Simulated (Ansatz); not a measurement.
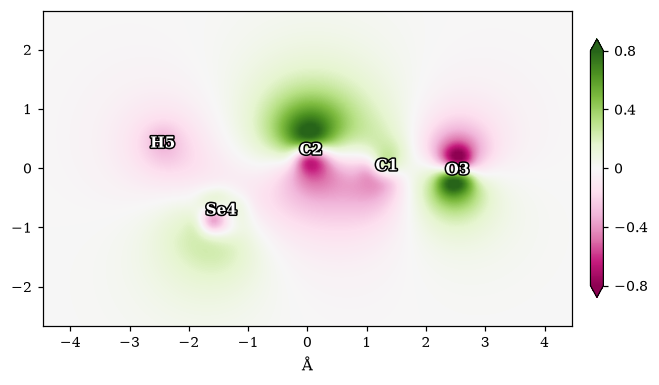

Figure 1: C2HOSe (SMILES O=C=[C][SeH]) (doublet). One frontier orbital on the molecular plane (values in Å⁻³ᐟ²; the overall sign is arbitrary).

Geometry: BLYP-D3(BJ)/def2-SVP.

Method: isolated molecule in a Gaussian basis; Kohn-Sham density functional theory, functional PBE0 (Ansatz).

The calculation's input:

```
crystal:
  periodic: [false, false, false]
  atoms:
    - symbol: C
      position_ang: [-1.724237, 1.979152, 0.779570]
    - symbol: C
      position_ang: [-0.553905, 2.463635, 0.450205]
    - symbol: O
      position_ang: [-2.849580, 1.621057, 0.933244]
    - symbol: Se
      position_ang: [1.110318, 2.363185, 1.176119]
    - symbol: H
      position_ang: [1.819390, 3.203471, 0.149628]
basis:
  gaussian:
    orbitals: def2-TZVPD
magnetization:
  spin_polarized: true
  initial_magnetization: 1
hamiltonian:
  xc: pbe0
output:
  forces: true
  orbitals: {seedname: orbitals}
```

Launched as:

```sh
ansatz run input.yaml --threads 1 --pin off --max-ram 2610MiB --events-out events.jsonl --progress --plain --runs-dir runs
```

Question: Which orbital is it: HOMO (β) or LUMO (β)?

Answer: The HOMO (β), at −7.29 eV. It lies mainly on C2 (about 45 %), O3 (about 20 %), C1 (about 15 %) and Se4 (about 15 %); it is symmetric in the molecular plane (an in-plane orbital: σ, lone-pair or in-plane π type).
